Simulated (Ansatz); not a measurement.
# Computed scan of one atom of the cell: PtSe2 (CdI2 type)

Relaxed PtSe$_{2}$ (CdI2 type):

```xyz
6
Lattice="7.5448 0.0000 0.0000 -1.8862 3.2670 0.0000 0.0000 0.0000 4.8183" Properties=species:S:1:pos:R:3 pbc="T T T"
Pt     0.0000     0.0000     0.0000
Pt     3.7724     0.0000     0.0000
Se     1.8862     1.0890     1.2796
Se     5.6586     1.0890     1.2796
Se     0.0000     2.1780     3.5388
Se     3.7724     2.1780     3.5388
```

In each cell atom 3 (Se, nearest neighbour Pt at 2.526 Å; its periodic images, 3.8 Å or more away, move with it) moves by s·(-0.747, -0.431, -0.507) (towards the nearest neighbour), the rest being held.

These are PBE-D3(BJ) (plane waves to 420 eV, PAW, scalar-relativistic; Ansatz, a quantum-chemistry and plane-wave program) values and carry that method's errors. k mesh 11×11×8 (Γ-centred), Fermi-Dirac smearing 0.05 eV. Energies are smeared free energies. Left out: 2 of 11 points, with atoms too close for the PAW data. With partly filled bands, energies and forces of such displacements shift with the k mesh and the smearing. PtSe2 is run without spin polarisation. PtSe2 was relaxed with its symmetry unable to fall. Spin-orbit coupling is left out, though Pt is heavy. The zero of ΔE is the undisplaced structure.

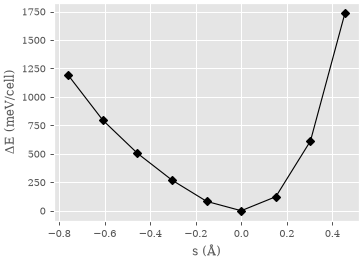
Fig. 1. ΔE (meV/cell) against s (Å); one marker a computed point.

The force along the line at s = -0.760 Å is 3.09 eV/Å and the energy at s = 0.456 Å comes out as 1740 meV/cell. The force constant k = d²E/ds² at s = 0 (finite differences) is 8.65 eV/Å². Shape of the curve: a single well with its minimum at or next to zero displacement. Harmonic estimate at the end of the scan: ½ks² = 899 meV/cell against the computed 1740 meV/cell, so the well is stiffer than harmonic there.

The forces along the line at the two nearest points give (0.972 − (-1.793)) / (2·0.152) = 9.10 eV/Å²; the next pair corrects for the finite step.

(For displaced atoms, the force is minus the slope of the energy, and its curvature is a force constant, which sets phonon frequencies.)
